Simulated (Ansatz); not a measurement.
# F₄W···HF: what the fields show

Input

```
crystal:
  periodic: [false, false, false]
  atoms:
    - { symbol: W, position_ang: [0.0, 0.0, 0.0] }
    - { symbol: H, position_ang: [0.8322, 0.0, 1.7303] }
    - { symbol: F, position_ang: [1.8273, 0.0, 0.9293] }
    - { symbol: F, position_ang: [0.0, 1.85, 0.0] }
    - { symbol: F, position_ang: [-1.85, 0.0, 0.0] }
    - { symbol: F, position_ang: [0.0, -1.85, 0.0] }
    - { symbol: F, position_ang: [0.0, 0.0, -1.85] }
basis:
  gaussian: { orbitals: def2-SVP }
hamiltonian:
  xc: b3lyp
  dispersion: d4
relax:
  f_tol: 0.15
  max_steps: 25
  restrain:
    - { distance: [1, 2], at: 0.92, k: 30.0 }
    - { distance: [0, 1], at: 2.92, k: 30.0 }
    - { distance: [0, 2], at: 3.05, k: 30.0 }
output:
  orbitals: {}
```

Launched as:

```sh
ansatz run input.yaml --threads 2 --pin off --max-ram 3072MiB --backend cpu --events-out ev --progress --plain --runs-dir out
```

The fields are those of the run's last geometry, not of the input's.

Core potentials replace the inner electrons of W.

Method: RKS B3LYP-D4/def2-SVP in Ansatz 0.2.0.

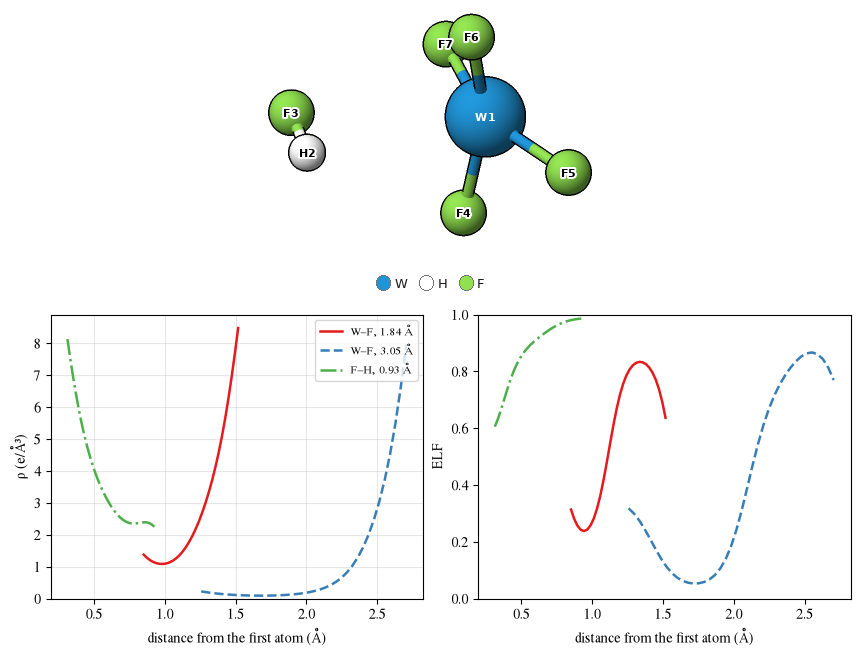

Figure 1. Electron density and electron localisation function along straight lines between neighbouring atoms. The curves leave out the atomic cores. The structure is drawn too.

### Compare the contacts.

W–F (1.84 Å): ρ at the midpoint is about 1.1 e/Å³; the ELF peaks at about 0.85 in the valence shell of F, 0.5 Å from its nucleus, and drops to about 0.25 between the two atoms.
W1···F3 (3.05 Å): the density falls to about 0.09 e/Å³ on the way; the ELF dips to about 0.05 between them.
F–H (0.93 Å): ρ at the midpoint is about 4.6 e/Å³; the ELF climbs to about 1 towards the hydrogen, as it does in any bond to H; a covalent bond by its length.

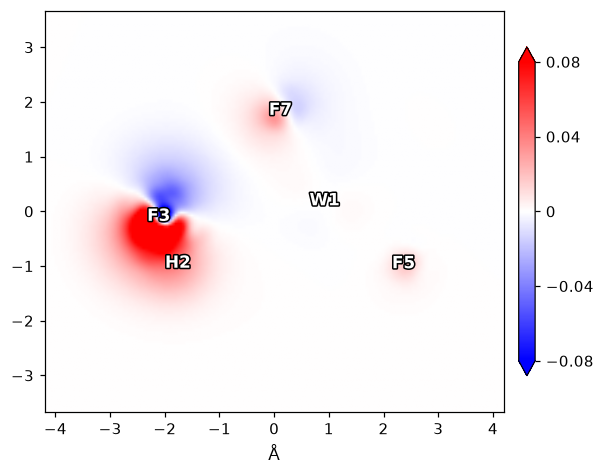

Figure 2. The HOMO−1 on the plane of atoms F5, W1 and F7 (values in Å⁻³ᐟ²; the overall sign is arbitrary).

### Where does this orbital lie, and at what energy?

Its weight (Hirshfeld) is mainly on F3 (about 95 %); largely a lone pair of F3. Its energy is −11.40 eV.
